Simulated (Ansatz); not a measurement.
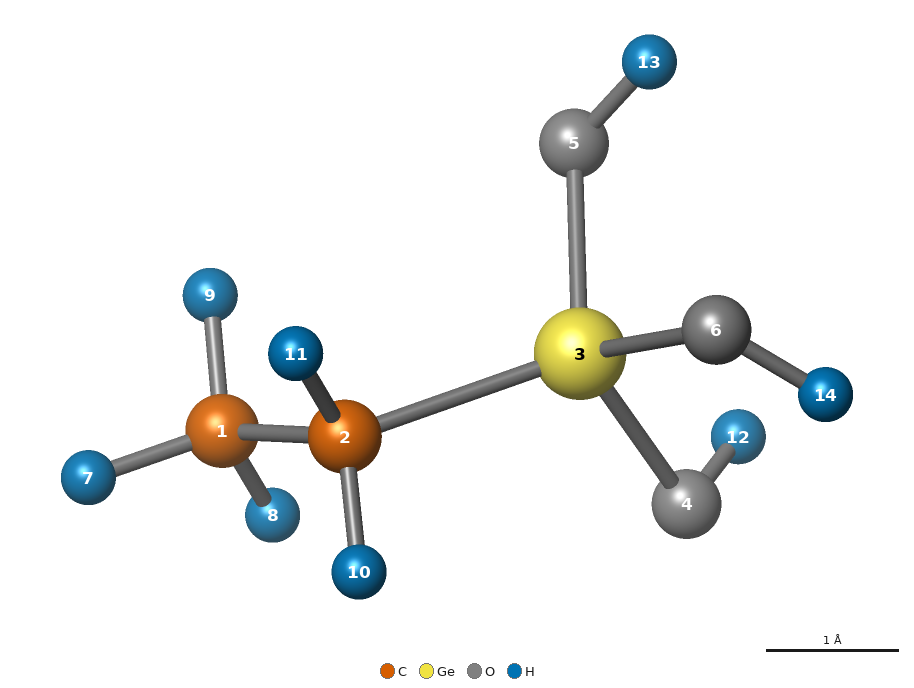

The computed structure is the end point of a PBE-D4/def2-SVP optimisation. No frequency run is at hand to confirm it as a minimum.

How are the neighbours of atom 5 arranged?

Answer. O5 has 2 neighbours (Ge3 at 1.80, H13 at 0.98 Å); the arrangement is bent.

What is the geometry at O6?

Answer. O6 has 2 neighbours (Ge3 at 1.80, H14 at 0.98 Å); the arrangement is bent.

What is the geometry at Ge3?

Answer. Ge3 has 4 neighbours (C2 at 1.95, O4 at 1.80, O5 at 1.80, O6 at 1.80 Å); the arrangement is tetrahedral.

Describe the coordination of atom 4.

Answer. O4 has 2 neighbours (Ge3 at 1.80, H12 at 0.98 Å); the arrangement is bent.

What is the dihedral angle C1–C2–Ge3–O4?

Answer. 67° in size, that is gauche.
